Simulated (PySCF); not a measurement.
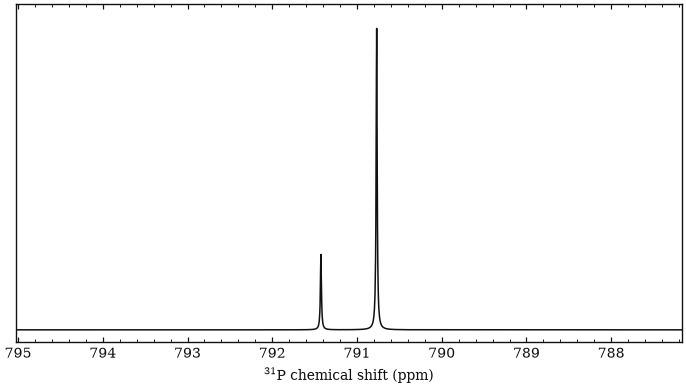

GIAO shifts, PBE0/pcSseg-1, PySCF, at a PBE0-D3(BJ)/def2-SVP geometry (no frequency check), against PH₃ for ³¹P computed at the same level (³¹P: the usual scale starts at 85 % H₃PO₄ instead). Gas phase, fully decoupled, line heights follow the number of nuclei, widths are arbitrary (no quadrupolar broadening); values of one conformer, averaged over methyl-type rotors and exact or near symmetry.

### Which molecule was computed?
A. P₅⁻, SMILES p1pp[p-]p1
B. C₄H₈F₃OPSi, SMILES C[C@@H]1[C@H]([SiH3])[P@@]1(=O)C(F)(F)F

A. Its ³¹P signals: 791.4 (1 P), 790.8 (4 P) ppm.

Known limits of this run: an anion in a basis that has no diffuse functions.
